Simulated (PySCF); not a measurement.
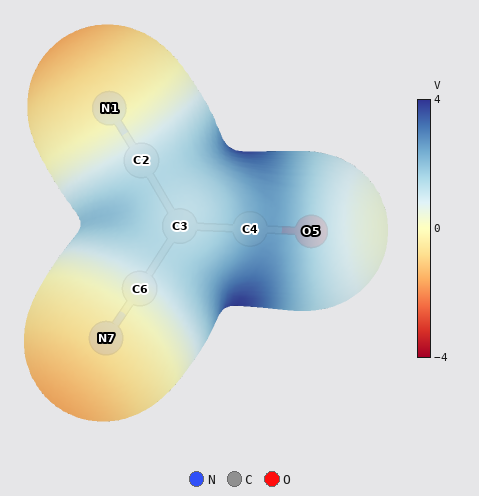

Figure 1: C₄N₂O (dicyanoketene). The molecular electrostatic potential painted on the density surface at 0.004 e/bohr³, seen at a tilt; the colour scale runs from red (negative) to blue (positive).

Geometry: GFN2-xTB.

Level of theory: PBE0/pcSseg-1, SCF density, gas phase, non-relativistic in PySCF 2.14.0.

Input file:

```
{"job": {"kind": "nmr", "xc": "PBE0", "basis": "pcSseg-1", "pop": false}, "charge": 0, "multiplicity": 1}
N     -1.296734     2.167552     0.150859
C     -0.679614     1.208628     0.075675
C      0.057804     0.002880    -0.017143
C      1.372102     0.009528    -0.085946
O      2.518943     0.015767    -0.146432
C     -0.673082    -1.210180    -0.035821
N     -1.286085    -2.174558    -0.049504
```

Command:

```sh
OMP_NUM_THREADS=1 python ens_run.py task.json out
```

Question: Where is the surface potential most negative and most positive?

Answer: The most negative region (about −1.5 V) lies over N1 and N7, the most positive (about +3.8 V) over C4.

Question: How polar is the molecule by this calculation?

Answer: Its dipole moment is 3.55 D.
